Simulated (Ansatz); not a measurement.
# AlSiH5O2: geometry relaxation

The run: geometry relaxation of AlSiH5O2. Method and program: RKS PBE0-D4/def2-SVP (Ansatz 0.2.0).

The input holds or restrains some coordinates. Forces given for the steps count only the free coordinates. It belongs to a series of runs on one base structure; here: pulled along the bonds that form and break, towards end A. Figures and captions count atoms from 1; the log counts them from 0 in places.

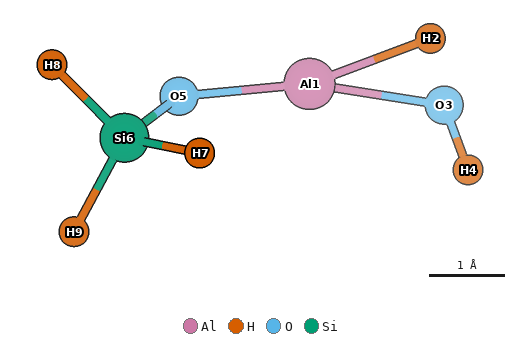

Fig. 1: The starting structure (ball-and-stick view, seen at a tilt; atoms are numbered from 1 in the order of the input). Sticks mark near contacts.

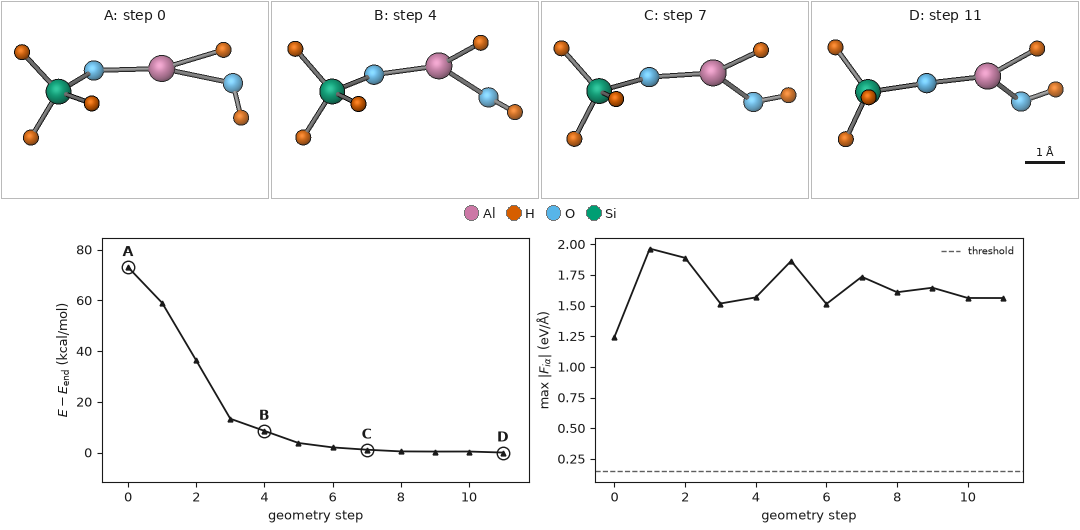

Fig. 2: Frames of the restrained relaxation (ball-and-stick view, seen at a tilt) above the curves, on which the letters mark them (the first geometry is step 0 here and step 1 in the log).

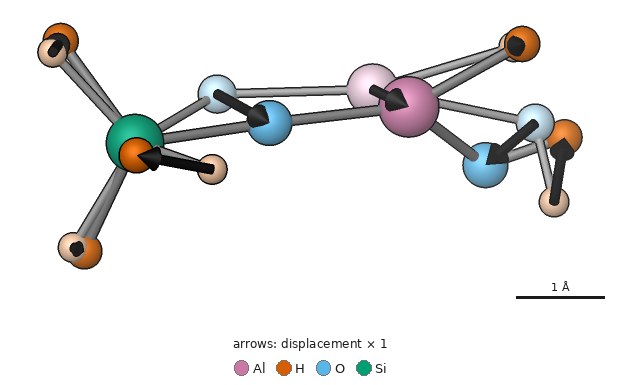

Fig. 3: Start (faint) and end (solid) with the displacements as black arrows, at true length (ball-and-stick view, seen at a tilt). The two geometries are laid on each other by the best rigid fit. H4 moves most after the best rigid fit: 1.08 Å. Largest moves by element: H 1.08 Å, O 1.06 Å, Al 0.59 Å, Si 0.08 Å. Among the contacts that change: Al1–O3 1.980 → 1.729 Å, Al1–H2 1.760 → 1.544 Å, Al1–O5 1.780 → 1.677 Å, O3–H4 1.010 → 0.961 Å. Among the angles that change: Al1–O5–Si6 125.0° → 176.4°, H2–Al1–O3 42.8° → 88.0°, O3–Al1–O5 159.9° → 131.4°. Over 11 geometry steps the energy falls by 73.1 kcal/mol. The largest force component goes from 1.2 to 1.6 eV/Å. (Atoms are counted from 1 in the order of the input.)

These pictures come from the run below.

## Input file
```yaml
crystal:
  periodic: [false, false, false]
  atoms:
    - { symbol: Al, position_ang: [0.0, 0.0, 0.0] }
    - { symbol: H, position_ang: [1.0658, 0.0, 1.4006] }
    - { symbol: O, position_ang: [1.9504, 0.0, 0.3409] }
    - { symbol: H, position_ang: [2.2503, -0.9519, 0.186] }
    - { symbol: O, position_ang: [-1.5415, 0.0, -0.89] }
    - { symbol: Si, position_ang: [-2.6907, -1.2238, -0.8267] }
    - { symbol: H, position_ang: [-2.2881, -2.2198, 0.162] }
    - { symbol: H, position_ang: [-3.9833, -0.6595, -0.4496] }
    - { symbol: H, position_ang: [-2.8007, -1.8572, -2.1376] }
basis:
  gaussian: { orbitals: def2-SVP }
hamiltonian:
  xc: pbe0
  dispersion: d4
relax:
  f_tol: 0.15
  max_steps: 25
  restrain:
    - { distance: [1, 2], at: 2.21, k: 30.0 }
    - { distance: [0, 1], at: 1.56, k: 30.0 }
    - { distance: [0, 2], at: 1.78, k: 30.0 }
```

Launch command:
```bash
ansatz run input.yaml --threads 2 --pin off --max-ram 3072MiB --backend cpu --events-out ev --progress --plain --runs-dir out
```

## Output
```
The last accepted step is kept in [file] (removed where the run ends without a failure and the disk answers)
Engine: ansatz 0.2.0, aarch64-unknown-linux-gnu
Functional definition: PBE0
  parameter a = 0.25
  parameter kappa = 0.804
  parameter beta = 0.06672455060314922
  exchange = (1 - a)*pbe_x(kappa = kappa, mu = beta*pi^2/3) + a*exact_x
  correlation = pbe_c(beta = beta)
889 factors; integrals over basis functions are off by at most 5.2e-4 eV
mean field evaluation 1: about -18622.3396 eV, gradient 6.9e1 eV
mean field evaluation 2: about -18587.8326 eV, gradient 1.4e2 eV
mean field evaluation 4: about -18631.0564 eV, gradient 4.2e0 eV
mean field evaluation 8: about -18631.0937 eV, gradient 3.0e-1 eV
mean field evaluation 16: about -18631.0940 eV, gradient 2.8e-5 eV
mean field -18631.09396913 eV, -684.6800747564 hartree, gradient 2.8e-5 eV, S^2 0.000000; 0 other end points of the search recorded, 0 dependent functions left out
the calculation of the forces begins
reference -18631.09400325 eV, -684.6800760105 hartree; 24, 24 occupied and 65, 65 virtual orbitals, 889 factors
relax step   1: F+E_penalty+E_count = -18631.21927928 eV  Δ(F+E_penalty+E_count) = +0.000e0 eV  max|allowed force component| = 1.244e0 eV/Å  E_restraint = 11.52357352 eV  max|allowed force component, restraints' pulls added| = 2.100e1 eV/Å  Δτ_max = 0.0000 Å  (26 SCF iters, accepted)
  distance H 1 - O 2 = 1.3804 Å
  distance Al 0 - H 1 = 1.7600 Å
  distance Al 0 - O 2 = 1.9800 Å
these checks for a lower state are left out or cut short: starts, cluster_reference, orbital_swaps, neighbouring_geometries, increment
889 factors; integrals over basis functions are off by at most 5.3e-4 eV
mean field -18631.70342985 eV, -684.7024720249 hartree, gradient 1.3e-5 eV, S^2 0.000000; 0 other end points of the search recorded, 0 dependent functions left out
[... from here on the field's lines of each further geometry are left out, up to the last ...]
relax step   2: F+E_penalty+E_count = -18631.82939160 eV  Δ(F+E_penalty+E_count) = -6.101e-1 eV  max|allowed force component| = 1.964e0 eV/Å  E_restraint = 4.11576981 eV  max|allowed force component, restraints' pulls added| = 1.358e1 eV/Å  Δτ_max = 0.1949 Å  (34 SCF iters, accepted)
relax step   3: F+E_penalty+E_count = -18632.81330157 eV  Δ(F+E_penalty+E_count) = -9.839e-1 eV  max|allowed force component| = 1.889e0 eV/Å  E_restraint = 0.56319470 eV  max|allowed force component, restraints' pulls added| = 5.641e0 eV/Å  Δτ_max = 0.1949 Å  (29 SCF iters, accepted)
relax step   4: F+E_penalty+E_count = -18633.80957211 eV  Δ(F+E_penalty+E_count) = -9.963e-1 eV  max|allowed force component| = 1.516e0 eV/Å  E_restraint = 0.03943905 eV  max|allowed force component, restraints' pulls added| = 1.479e0 eV/Å  Δτ_max = 0.1949 Å  (28 SCF iters, accepted)
relax step   5: F+E_penalty+E_count = -18634.01711691 eV  Δ(F+E_penalty+E_count) = -2.075e-1 eV  max|allowed force component| = 1.566e0 eV/Å  E_restraint = 0.06357137 eV  max|allowed force component, restraints' pulls added| = 9.526e-1 eV/Å  Δτ_max = 0.2000 Å  (28 SCF iters, accepted)
relax step   6: F+E_penalty+E_count = -18634.22424272 eV  Δ(F+E_penalty+E_count) = -2.071e-1 eV  max|allowed force component| = 1.863e0 eV/Å  E_restraint = 0.14901754 eV  max|allowed force component, restraints' pulls added| = 1.042e0 eV/Å  Δτ_max = 0.1951 Å  (27 SCF iters, accepted)
relax step   7: F+E_penalty+E_count = -18634.29972087 eV  Δ(F+E_penalty+E_count) = -7.548e-2 eV  max|allowed force component| = 1.513e0 eV/Å  E_restraint = 0.11428445 eV  max|allowed force component, restraints' pulls added| = 2.769e-1 eV/Å  Δτ_max = 0.2000 Å  (27 SCF iters, accepted)
relax step   8: F+E_penalty+E_count = -18634.33915800 eV  Δ(F+E_penalty+E_count) = -3.944e-2 eV  max|allowed force component| = 1.734e0 eV/Å  E_restraint = 0.11112657 eV  max|allowed force component, restraints' pulls added| = 5.061e-1 eV/Å  Δτ_max = 0.1997 Å  (27 SCF iters, accepted)
relax step   9: F+E_penalty+E_count = -18634.36810034 eV  Δ(F+E_penalty+E_count) = -2.894e-2 eV  max|allowed force component| = 1.608e0 eV/Å  E_restraint = 0.10926382 eV  max|allowed force component, restraints' pulls added| = 1.130e-1 eV/Å  Δτ_max = 0.2000 Å  (26 SCF iters, accepted)
relax step  10: F+E_penalty+E_count = -18634.37089929 eV  Δ(F+E_penalty+E_count) = -2.799e-3 eV  max|allowed force component| = 1.645e0 eV/Å  E_restraint = 0.10246534 eV  max|allowed force component, restraints' pulls added| = 3.310e-1 eV/Å  Δτ_max = 0.1923 Å  (25 SCF iters, accepted)
relax step  11: F+E_penalty+E_count = -18634.37018198 eV  Δ(F+E_penalty+E_count) = +7.173e-4 eV  max|allowed force component| = 1.562e0 eV/Å  E_restraint = 0.10020517 eV  max|allowed force component, restraints' pulls added| = 2.211e-1 eV/Å  Δτ_max = 0.0310 Å  (23 SCF iters, accepted)
the calculation of the forces begins
reference -18634.25892902 eV, -684.7963848872 hartree; 24, 24 occupied and 65, 65 virtual orbitals, 889 factors
relax step  12: F+E_penalty+E_count = -18634.38799334 eV  Δ(F+E_penalty+E_count) = -1.781e-2 eV  max|allowed force component| = 1.561e0 eV/Å  E_restraint = 0.10912615 eV  max|allowed force component, restraints' pulls added| = 1.336e-2 eV/Å  Δτ_max = 0.0939 Å  (24 SCF iters, accepted)
  distance H 1 - O 2 = 2.2761 Å
  distance Al 0 - H 1 = 1.5438 Å
  distance Al 0 - O 2 = 1.7285 Å
889 factors; integrals over basis functions are off by at most 6.1e-4 eV
mean field evaluation 96: about -18634.2589 eV, gradient 9.4e-2 eV
mean field -18634.25889740 eV, -684.7963837252 hartree, gradient 3.4e-5 eV, S^2 0.000000; 1 other end points of the search recorded, 0 dependent functions left out
the calculation of the forces begins
reference -18634.25892902 eV, -684.7963848872 hartree; 24, 24 occupied and 65, 65 virtual orbitals, 889 factors
Total energy: -18634.38802496 eV, -684.8011290755 hartree
Atom 0 at     0.279210    -0.403545     0.326073 Å, force     1.561099     0.368807    -0.305731 eV/Å
Atom 1 at     1.030086    -0.183722     1.656948 Å, force    -0.872090    -0.168719     1.447415 eV/Å
Atom 2 at     1.762427    -0.065941    -0.494860 Å, force    -0.690406    -0.199941    -1.135976 eV/Å
Atom 3 at     2.437481     0.110251     0.165613 Å, force     0.002176     0.003805    -0.006498 eV/Å
Atom 4 at    -1.243698    -0.798447    -0.253767 Å, force    -0.007195    -0.009318     0.007189 eV/Å
Atom 5 at    -2.732590    -1.280933    -0.783636 Å, force     0.013357     0.000931    -0.007200 eV/Å
Atom 6 at    -3.257548    -2.361183     0.104328 Å, force    -0.006855     0.000007    -0.001804 eV/Å
Atom 7 at    -3.677344    -0.125241    -0.756311 Å, force     0.000941     0.000821    -0.000751 eV/Å
Atom 8 at    -2.635825    -1.803440    -2.178787 Å, force    -0.001027     0.003608     0.003358 eV/Å
Dipole moment:    -0.188572    -0.047093     0.195032 e Å
```

## Trajectory as extended XYZ (Å, eV, eV/Å), 12 frames, from step=1 to step=12
```
9
Properties=species:S:1:pos:R:3:forces:R:3 step=1 energy=-18631.21928
Al    0.0000    0.0000    0.0000   -0.4906   0.3678   0.5851
H     1.0658    0.0000    1.4006    0.1223  -0.2087  -0.4023
O     1.9504    0.0000    0.3409   -0.7146  -1.1919  -0.8617
H     2.2503   -0.9519    0.1860   -0.2094   1.2204   0.4624
O    -1.5415    0.0000   -0.8900    1.2442  -0.4511   0.3299
Si   -2.6907   -1.2238   -0.8267    0.5650   1.0091  -0.2015
H    -2.2881   -2.2198    0.1620    0.1340  -0.5867   0.4781
H    -3.9833   -0.6595   -0.4496   -0.5733   0.1984   0.1720
H    -2.8007   -1.8572   -2.1376   -0.0777  -0.3574  -0.5621
9
Properties=species:S:1:pos:R:3:forces:R:3 step=2 energy=-18631.82939
Al    0.0620    0.0056    0.0495    1.1204   0.1506   0.7425
H     0.9001    0.0006    1.5033   -1.8073   0.0433   0.4868
O     1.9884    0.0018    0.1685   -1.2388  -1.2842  -1.9639
H     2.2595   -0.9577    0.1842   -0.1332   1.1846  -0.0705
O    -1.4939   -0.0105   -0.8684    1.7353  -0.4571   0.8457
Si   -2.6772   -1.2089   -0.8273    0.5219   0.6594  -0.0910
H    -2.2875   -2.2271    0.1669    0.0714  -0.3556   0.2863
H    -3.9884   -0.6555   -0.4473   -0.2725   0.2029   0.0938
H    -2.8007   -1.8605   -2.1437    0.0028  -0.1439  -0.3297
9
Properties=species:S:1:pos:R:3:forces:R:3 step=3 energy=-18632.81330
Al    0.1437    0.0026    0.0914    1.0773  -0.0407   0.1590
H     0.7364    0.0053    1.6089   -1.8842   0.0450   0.4481
O     2.0022   -0.0174   -0.0010   -1.8786  -0.4071  -1.8052
H     2.2578   -0.9405    0.1746    0.0854   0.3718  -0.0454
O    -1.4411   -0.0237   -0.8375    1.8885  -0.5065   1.1823
Si   -2.6621   -1.1960   -0.8269    0.6852   0.5245   0.0488
H    -2.2871   -2.2319    0.1713   -0.0014  -0.2194   0.1507
H    -3.9892   -0.6499   -0.4473   -0.0411   0.2133   0.0323
H    -2.7985   -1.8606   -2.1479    0.0688   0.0191  -0.1705
9
Properties=species:S:1:pos:R:3:forces:R:3 step=4 energy=-18633.80957
Al    0.1703   -0.0369    0.1276    0.8932   0.1976   0.1056
H     0.5809    0.0209    1.6492   -1.3986  -0.0361   0.6747
O     1.9119   -0.0407   -0.1721   -0.6453  -1.5164  -0.9944
H     2.2375   -0.9165    0.1711   -0.2251   1.3875  -0.4173
O    -1.3416   -0.0584   -0.7675    0.6008  -0.5898   0.5425
Si   -2.6062   -1.1816   -0.8091    0.4295   0.2947   0.0572
H    -2.2851   -2.2544    0.1837   -0.0275  -0.0706   0.0227
H    -3.9436   -0.6142   -0.4489    0.2025   0.1938   0.0105
H    -2.7619   -1.8303   -2.1483    0.1705   0.1394  -0.0015
9
Properties=species:S:1:pos:R:3:forces:R:3 step=5 energy=-18634.01712
Al    0.1485    0.0587    0.1180    1.5661  -1.0462   0.1469
H     0.5570   -0.1095    1.6080   -1.2773   0.2386   1.0424
O     1.8520   -0.0813   -0.2524   -0.6501  -0.0346  -1.3489
H     2.3458   -0.7603    0.2331   -0.3406   0.4866  -0.0849
O    -1.3213   -0.1701   -0.7458    0.8145   0.3050   0.3558
Si   -2.6047   -1.2183   -0.7822   -0.2158   0.0357  -0.1385
H    -2.4195   -2.3233    0.2129    0.0180   0.0386  -0.0135
H    -3.8722   -0.4890   -0.4600    0.0758  -0.0368  -0.0077
H    -2.7234   -1.8190   -2.1461    0.0094   0.0131   0.0485
9
Properties=species:S:1:pos:R:3:forces:R:3 step=6 energy=-18634.22424
Al    0.1543   -0.0801    0.1354    1.8633  -0.3159   0.2433
H     0.5828   -0.1767    1.6128   -1.1454  -0.0055   1.1938
O     1.8280   -0.0638   -0.3126    0.1515  -0.6104  -0.7473
H     2.4263   -0.5866    0.2709   -0.8765   0.8329  -0.6116
O    -1.2955   -0.2312   -0.7209    0.1170   0.0698   0.0043
Si   -2.6299   -1.2134   -0.7912   -0.1604   0.0093   0.0079
H    -2.5097   -2.3075    0.2305   -0.0171   0.0476  -0.0662
H    -3.8652   -0.4187   -0.4922    0.0940  -0.0694  -0.0702
H    -2.7290   -1.8342   -2.1471   -0.0266   0.0414   0.0460
9
Properties=species:S:1:pos:R:3:forces:R:3 step=7 energy=-18634.29972
Al    0.1845   -0.1764    0.1800    1.5126  -0.0281  -0.0922
H     0.7319   -0.2153    1.6224   -1.1021  -0.0829   1.2801
O     1.8192   -0.1031   -0.3766   -0.6783  -0.0021  -1.4861
H     2.4381   -0.3886    0.2961    0.0362   0.0861   0.1807
O    -1.2994   -0.2902   -0.6356    0.2769   0.0081   0.1653
Si   -2.6669   -1.2145   -0.7940   -0.0570  -0.0319  -0.0050
H    -2.6468   -2.3108    0.2296   -0.0390   0.0317  -0.0406
H    -3.8876   -0.3776   -0.5845    0.0592  -0.0166  -0.0222
H    -2.7107   -1.8357   -2.1518   -0.0086   0.0357   0.0201
9
Properties=species:S:1:pos:R:3:forces:R:3 step=8 energy=-18634.33916
Al    0.2044   -0.2459    0.2281    1.7345   0.0717  -0.2220
H     0.8469   -0.2733    1.6335   -1.0449  -0.0954   1.3291
O     1.7997   -0.1271   -0.4313   -0.2807  -0.0220  -0.7943
H     2.4453   -0.1891    0.2909   -0.3736   0.0723  -0.3787
O    -1.2830   -0.3806   -0.5529   -0.0536  -0.1011   0.1011
Si   -2.6902   -1.2260   -0.7943   -0.0222   0.0338   0.0144
H    -2.8068   -2.3162    0.2296   -0.0119   0.0463  -0.0542
H    -3.8649   -0.3113   -0.6639    0.0506  -0.0225  -0.0102
H    -2.6893   -1.8427   -2.1539    0.0018   0.0169   0.0147
9
Properties=species:S:1:pos:R:3:forces:R:3 step=9 energy=-18634.36810
Al    0.2500   -0.3131    0.2523    1.6084   0.2124  -0.1528
H     0.9288   -0.2452    1.6387   -0.9722  -0.1380   1.3642
O     1.8121   -0.0960   -0.4534   -0.5681  -0.0635  -1.1402
H     2.4536   -0.0556    0.2626   -0.0388   0.0166  -0.0621
O    -1.2643   -0.5420   -0.4364   -0.1130  -0.0896  -0.0128
Si   -2.7210   -1.2496   -0.7914    0.0672   0.0400   0.0330
H    -2.9980   -2.3447    0.1905   -0.0166   0.0206  -0.0290
H    -3.8139   -0.2349   -0.7118    0.0320  -0.0079  -0.0024
H    -2.6852   -1.8311   -2.1655    0.0011   0.0096   0.0020
9
Properties=species:S:1:pos:R:3:forces:R:3 step=10 energy=-18634.37090
Al    0.2769   -0.3765    0.2855    1.6452   0.3778  -0.2115
H     1.0010   -0.2187    1.6469   -0.9427  -0.1987   1.3316
O     1.8001   -0.0579   -0.4806   -0.6681  -0.1604  -0.9818
H     2.4537    0.0571    0.2194   -0.1234  -0.0118  -0.1423
O    -1.2548   -0.6992   -0.3259    0.1668  -0.0293   0.0630
Si   -2.7319   -1.2748   -0.7834   -0.2536  -0.0018   0.0183
H    -3.1827   -2.3655    0.1519    0.0820   0.1468  -0.1278
H    -3.7358   -0.1610   -0.7544    0.0785  -0.0948   0.0240
H    -2.6642   -1.8157   -2.1738    0.0154  -0.0277   0.0264
9
Properties=species:S:1:pos:R:3:forces:R:3 step=11 energy=-18634.37018
Al    0.2787   -0.3871    0.3004    1.5615   0.3644  -0.3136
H     1.0141   -0.2165    1.6510   -0.9209  -0.1958   1.3844
O     1.7901   -0.0591   -0.4830   -0.6832  -0.1616  -1.0108
H     2.4488    0.0793    0.2063   -0.0868  -0.0156  -0.1051
O    -1.2499   -0.7256   -0.3127    0.0459  -0.0001   0.0129
Si   -2.7387   -1.2641   -0.7950    0.0020  -0.1397   0.1911
H    -3.1999   -2.3574    0.1274    0.0240   0.1234  -0.0684
H    -3.7287   -0.1405   -0.7385    0.0907  -0.0812  -0.0780
H    -2.6523   -1.8411   -2.1703   -0.0331   0.1062  -0.0124
9
Properties=species:S:1:pos:R:3:forces:R:3 step=12 energy=-18634.38799
Al    0.2792   -0.4035    0.3261    1.5611   0.3688  -0.3057
H     1.0301   -0.1837    1.6569   -0.8721  -0.1687   1.4474
O     1.7624   -0.0659   -0.4949   -0.6904  -0.1999  -1.1360
H     2.4375    0.1103    0.1656    0.0022   0.0038  -0.0065
O    -1.2437   -0.7984   -0.2538   -0.0072  -0.0093   0.0072
Si   -2.7326   -1.2809   -0.7836    0.0134   0.0009  -0.0072
H    -3.2575   -2.3612    0.1043   -0.0069   0.0000  -0.0018
H    -3.6773   -0.1252   -0.7563    0.0009   0.0008  -0.0008
H    -2.6358   -1.8034   -2.1788   -0.0010   0.0036   0.0034
```

## Summary

```csv
quantity,value
outcome,converged under the restraints of the input
total energy,−18634.3880 eV
mean-field energy,−18634.2589 eV
"largest force (length of the vector) at the end, held atoms and coordinates included",1.698 eV/Å
hardware,"2 threads of Arm Neoverse V2, 24 GiB of memory available, shared host"
wall time,21 s (CPU time 41 s)
peak memory,0.17 GiB
```
